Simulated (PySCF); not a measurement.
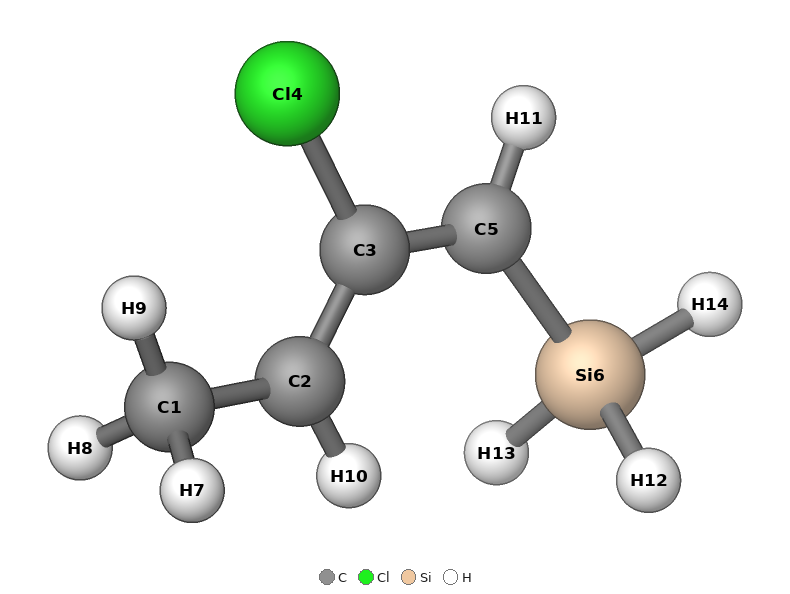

The species is neutral and a spin doublet. The computed structure is the end point of a GFN2-xTB optimisation. No frequency run is at hand to confirm it as a minimum. Properties computed with UKS B3LYP, pcH-1 on C Cl H Si, non-relativistic (PySCF 2.14.0).

Give the isotropic hyperfine couplings (Fermi-contact term alone) of C1, C2, C3, Cl4, C5, Si6, H7, H8, H9, H10, H11, H12, H13, H14.

```json
{"atom": "C1", "isotope": "13C", "a_iso (MHz)": "−20.9"}
{"atom": "C2", "isotope": "13C", "a_iso (MHz)": "52.5"}
{"atom": "C3", "isotope": "13C", "a_iso (MHz)": "−53.8"}
{"atom": "Cl4", "isotope": "35Cl", "a_iso (MHz)": "−2.0"}
{"atom": "C5", "isotope": "13C", "a_iso (MHz)": "52.8"}
{"atom": "Si6", "isotope": "29Si", "a_iso (MHz)": "28.4"}
{"atom": "H7", "isotope": "1H", "a_iso (MHz)": "65.2"}
{"atom": "H8", "isotope": "1H", "a_iso (MHz)": "83.0"}
{"atom": "H9", "isotope": "1H", "a_iso (MHz)": "2.7"}
{"atom": "H10", "isotope": "1H", "a_iso (MHz)": "−37.1"}
{"atom": "H11", "isotope": "1H", "a_iso (MHz)": "−39.5"}
{"atom": "H12", "isotope": "1H", "a_iso (MHz)": "31.7"}
{"atom": "H13", "isotope": "1H", "a_iso (MHz)": "31.5"}
{"atom": "H14", "isotope": "1H", "a_iso (MHz)": "−1.3"}
```

The geometry is semi-empirical. Around Si such bond lengths and angles can be off by a tenth of an ångström or more and by several degrees, and values that hang on the shape move with them.
